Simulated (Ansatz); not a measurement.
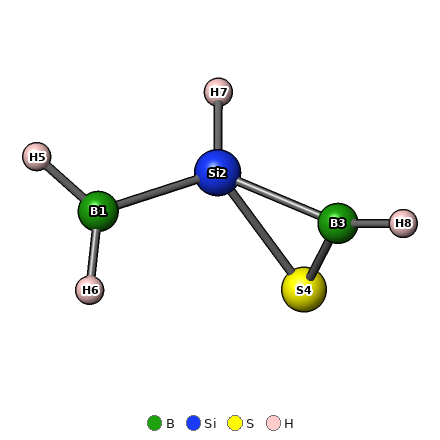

The system is B₂H₄SSi, SMILES B[SiH]1BS1; the picture shows the reference structure. The first coordinate is: bond length B1–Si2; the second: bond length B1–H6. Nothing is relaxed (all other coordinates rigid). Grid: 11 × 11 points. Points are written as (first, second). Energies: eV, counted from the relaxed molecule at the same level. The restricted reference is unstable at some or all points, so the energies there are unreliable. Theory: RHF-MP2, frozen core/def2-TZVP (Ansatz).

Its coordinates:

```xyz
8

B    -0.3744    1.6411   -0.0653
Si    0.6633   -0.0478   -0.0999
B    -0.1647   -1.7400    0.4582
S    -0.2500   -1.6672   -1.2870
H     0.1111    2.6663    0.3001
H    -1.5299    1.6163   -0.3526
H     2.1276   -0.0009   -0.2886
H    -0.4907   -2.5249    1.2792
```

Range: bond length B1–Si2 from 1.705 to 2.776 Å; bond length B1–H6 from 1.048 to 1.489 Å.

Q: What will the energy surface look like?

A: The lowest grid point is at (2.026 Å, 1.180 Å), 0.014 eV from the relaxed molecule at the same level. No other kind of well shows on this grid. The highest grid point, (2.776 Å, 1.489 Å), lies 2.56 eV above the lowest. Round the minimum the two coordinates are nearly uncoupled.

```tsv
bond length B1–H6 ↓, bond length B1–Si2 →	1.705	1.812	1.919	2.026	2.133	2.240	2.347	2.454	2.561	2.669	2.776
1.489	1.50	0.95	0.73	0.71	0.84	1.06	1.33	1.63	1.94	2.26	2.58
1.445	1.35	0.80	0.57	0.55	0.68	0.90	1.17	1.47	1.78	2.10	2.41
1.401	1.20	0.65	0.42	0.41	0.53	0.75	1.02	1.32	1.63	1.95	2.26
1.356	1.07	0.52	0.29	0.27	0.40	0.61	0.88	1.18	1.50	1.82	2.13
1.312	0.97	0.41	0.18	0.16	0.29	0.50	0.77	1.07	1.38	1.70	2.01
1.268	0.88	0.33	0.10	0.08	0.20	0.41	0.68	0.98	1.29	1.61	1.93
1.224	0.83	0.28	0.04	0.03	0.15	0.36	0.63	0.93	1.24	1.56	1.87
1.180	0.82	0.27	0.03	0.01	0.14	0.35	0.61	0.91	1.23	1.54	1.86
1.136	0.86	0.31	0.07	0.05	0.17	0.39	0.65	0.95	1.26	1.58	1.89
1.092	0.97	0.41	0.18	0.16	0.28	0.49	0.75	1.05	1.36	1.68	1.99
1.048	1.15	0.59	0.35	0.33	0.45	0.66	0.93	1.23	1.54	1.86	2.17
```

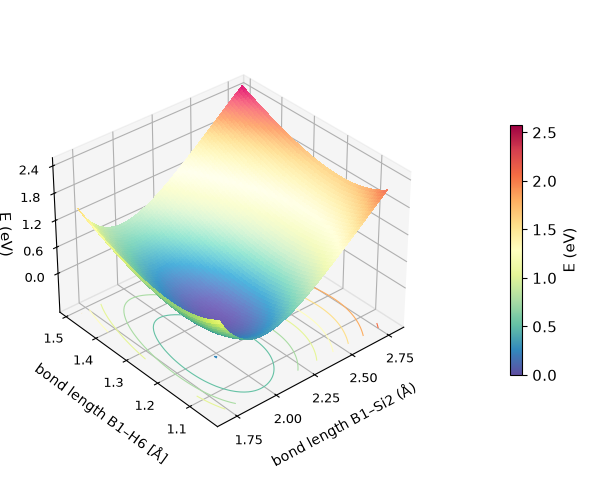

The picture shows a relief with its contours projected below. Between grid points the surface is interpolated.

Each point was launched as `ansatz run input.yaml --threads 1 --pin off --max-ram 2560MiB --backend cpu --events-out ev --progress --plain --runs-dir out`. The whole map (121 points run) took 37 min on 1 thread of Arm Neoverse N1, with other jobs on the host.
